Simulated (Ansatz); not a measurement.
Partial pair distribution functions of a relaxed model of amorphous Nb24As24, broadened by 0.06 Å; density 7.59 g/cm³. Computed with PBE, scalar-relativistic without spin-orbit coupling (plane waves to 420 eV, PAW; Ansatz, an electronic-structure program).

Preparation: random packing, a CHGNet melt and quench, and a DFT relaxation. The hot cell started wider than the set density and was brought back towards it in steps. It is the lowest in DFT energy of 3 quenches. It is a model cell: composition and starting density were chosen by hand, and all elements were melted together. No dispersion term was used. Its density started from a set value of 8.34 and ended at 7.59 g/cm³. Cooling (nominally 230 K/ps over its main leg) ran many orders faster than in experiment, which tends to leave more defects and strain. One small periodic cell is one sample of the glass; other quenches scatter about these values. Volume and shape were free in the relaxation. On a 2×2×2 Γ-centred mesh force components of up to 0.30 eV/Å stay, since the relaxation ran on one k-point at (1/4, 1/4, 1/4).

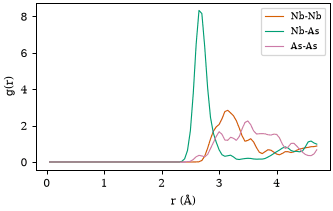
Partial pair distribution functions

Highest peaks under 4.5 Å: Nb-Nb near 3.15 Å, Nb-As near 2.65 Å, As-As near 3.50 Å; pairs of few atoms are noisy.

Within 4.02 Å each Nb has 6.67 Nb neighbours on average.
